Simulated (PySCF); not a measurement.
# F4Ge4O6: what the fields show

Input

```
{"job": {"kind": "uv", "xc": "B3LYP", "basis": "def2-SVPD", "ip": false, "nstates": 15}, "charge": 0, "multiplicity": 1}
Ge     1.132284     1.375482    -0.343472
F      2.188113     2.660987    -0.670000
O     -0.403407     1.555108    -1.201167
Ge    -1.555578     0.246735    -0.905422
F     -3.009568     0.479731    -1.745630
O     -0.755073    -1.257673    -1.375842
Ge     0.764277    -1.565863    -0.525498
F      1.476478    -3.020310    -1.026053
O      1.817708    -0.179443    -0.829816
O      0.398603    -1.565510     1.204864
Ge    -0.344550    -0.070830     1.788543
F     -0.668738    -0.126108     3.451510
O      0.757283     1.250390     1.379774
O     -1.817242     0.173485     0.841439
```

Run with:

```sh
OMP_NUM_THREADS=2 python probes_run.py task.json out
```

Geometry: PBE0-D3(BJ)/def2-SVP.

All numbers below come from PySCF, B3LYP/def2-SVPD, SCF density, gas phase.

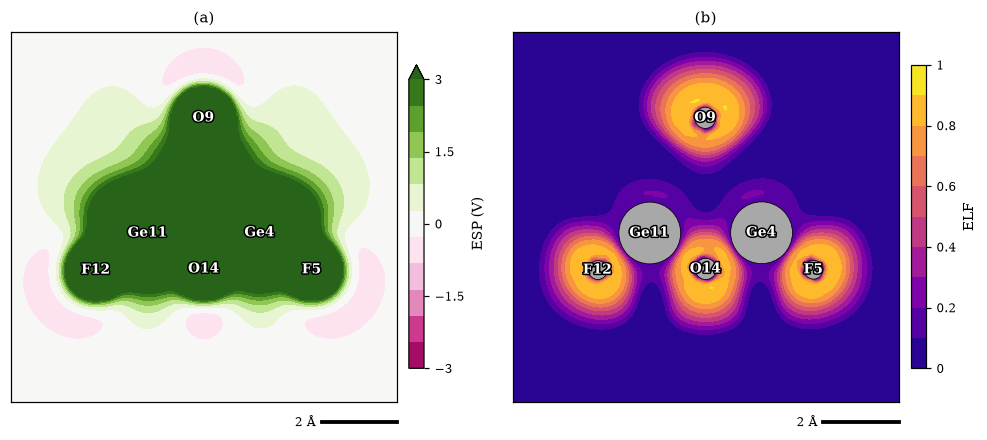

Figure 1. (a) electrostatic potential; (b) ELF on the plane of atoms F12, Ge11 and O14. Grey discs cover the atomic cores in the ELF map.

> Interpret the plot.

Atoms in the plane: Ge, F and O. Ge–F (1.70 Å): the ELF peaks at about 0.80 in the valence shell of F, 0.5 Å from its nucleus, and is about 0.20 at the midpoint. Ge–O (1.77 Å): the ELF peaks at about 0.85 in the valence shell of O, 0.6 Å from its nucleus, and is about 0.35 at the midpoint. The ELF also peaks beside F12, O14, F5 and O9, away from the bonds: lone-pair regions. Outside the dense part of the molecule the potential is most negative (−0.5 V) near O9 and O14.

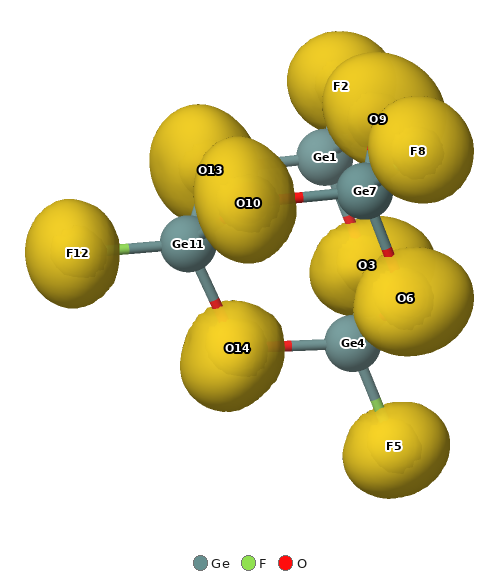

Figure 2. Isosurface of the ELF at 0.75 (yellow), seen at a tilt. Only the valence region is drawn (cores and ρ < 0.01 e/Å³ removed).

> Where are the electrons localised?

The ELF exceeds this value in four regions wrapped around F (the valence shell of each) and six regions wrapped around O (the valence shell of each).

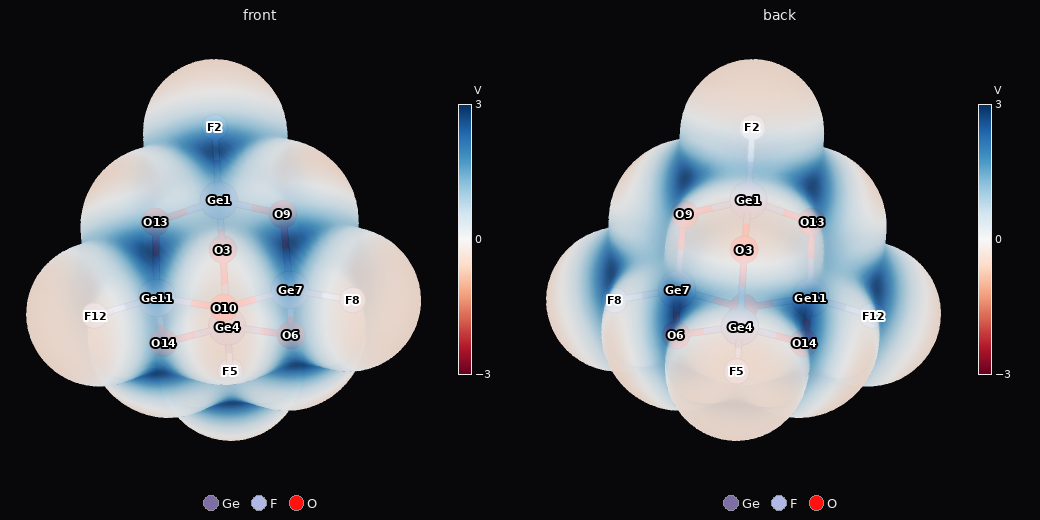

Figure 3. The molecular electrostatic potential painted on the density surface at 0.002 e/bohr³, seen from the front and from behind; the colour scale runs from red (negative) to blue (positive).

> Where is the surface potential most negative and most positive?

The most negative region (about −0.4 V) lies over the F and O atoms, the most positive (about +2.8 V) over Ge1, Ge4, Ge7 and Ge11.

> What dipole moment does the calculation give?

Its dipole moment is 0.02 D.
